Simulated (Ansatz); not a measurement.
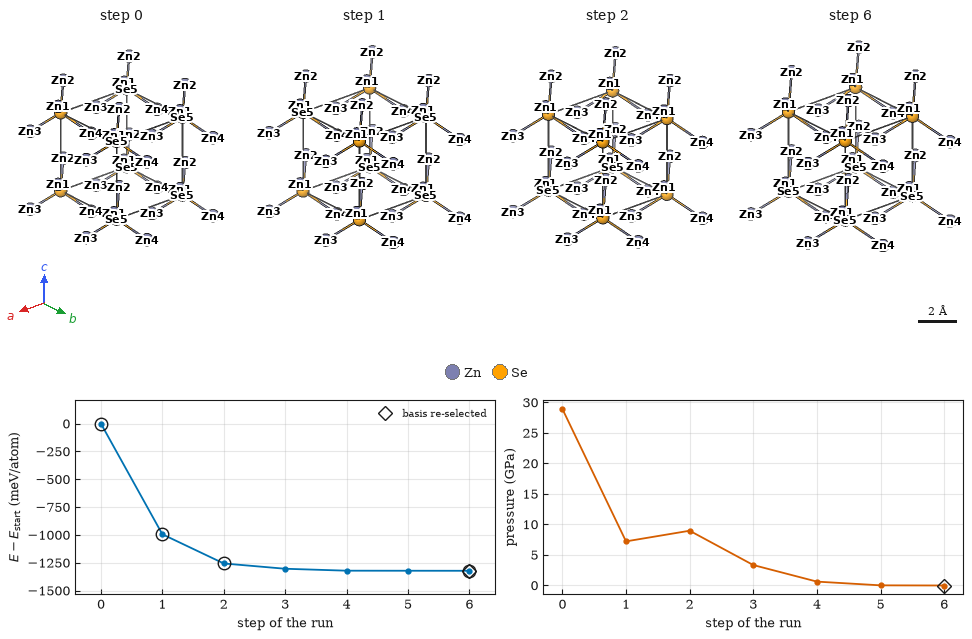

Frames of a relaxation of a crystal of Zn₄Se (a generated structure, set up in P-43m) (coarse preliminary run), marked on the history of the run. Style: ball-and-stick. Shown: the cell of the calculation, from a free direction.

Method: DFT PBE, scalar-relativistic, plane waves, PAW in Ansatz. (plane-wave cutoff 420 eV; k-point mesh 4 × 4 × 4; occupations gaussian; smearing width 0.1 eV; no spin polarisation; cell and atoms relaxed; force threshold 0.04 eV/Å; at most 70 steps)

> Describe the path.

The largest moves relative to the cell, 0.43 Å, are those of Zn1, Zn2, Zn3 and Zn4. Zn2 goes along [−1 −1 1]. Se stays in place. The volume changes by +5.4 %, with a = b = c 4.560 → 4.641 Å (+1.8 %). Among the contacts that change: Zn1–Se5 1.975 → 2.439 Å. The space group stays P-43m (No. 215). The energy falls by 1322 meV per atom in 5 accepted moves (6 points after the start). Largest force component: 5.2 eV/Å at the start, 0.0046 eV/Å at the end. Pressure: 28.94 GPa at the start and −0.02 GPa at the end. The SCF was repeated once at an unchanged geometry on a basis and grid sized afresh for the cell, which shifted the energy by 0.4 meV per atom at most. Cost: 29 s on 1 thread of Arm Neoverse V2, with other jobs on the host, peak memory 0.33 GiB. From step 0 to 1: Zn atoms move most (0.20 Å), volume +2.9 %, energy −994 meV per atom. From step 1 to 2: Zn atoms move most (0.19 Å), volume −10.5 %, energy −262 meV per atom. From step 2 to 6: Zn atoms move most (0.03 Å), volume +14.4 %, energy −65.8 meV per atom.
